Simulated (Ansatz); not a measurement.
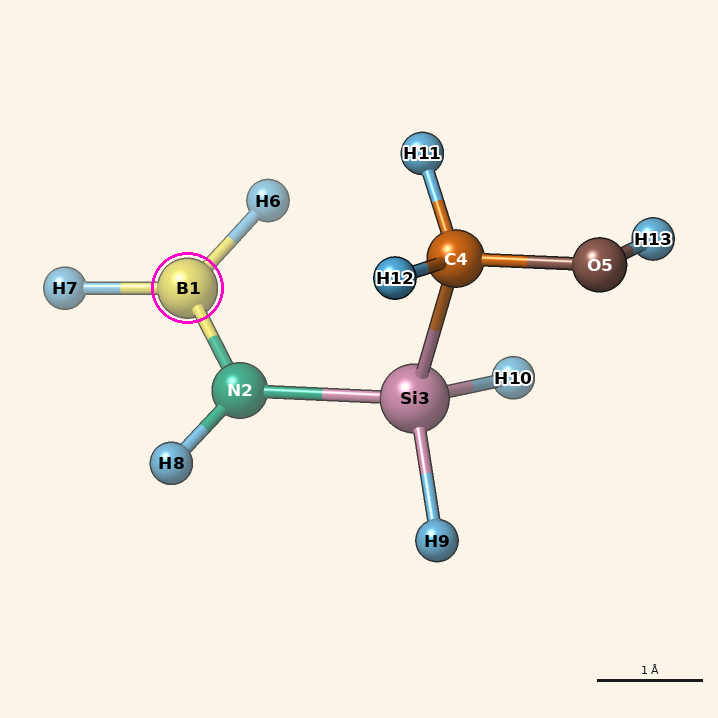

Orthographic view. Distant atoms are faded towards the background colour. Computed geometry: PBE-D4/def2-SVP optimisation. No frequency run is at hand to confirm it as a minimum.

Which atoms are bonded to the circled atom?

The circled atom is B1; it is bonded to N2, H6, H7.

Which atom is nearest the viewer?

H12, 2.2 Å in front of the mean position.

Of Si3 and C4, which is nearer the viewer?

C4; the bond to Si3 points away from the viewer, so it looks shorter than its 1.91 Å.

What is the shortest path along bonds from the circled atom to C4?

B1–N2–Si3–C4, 3 bonds; through space the two are 3.79 Å apart.
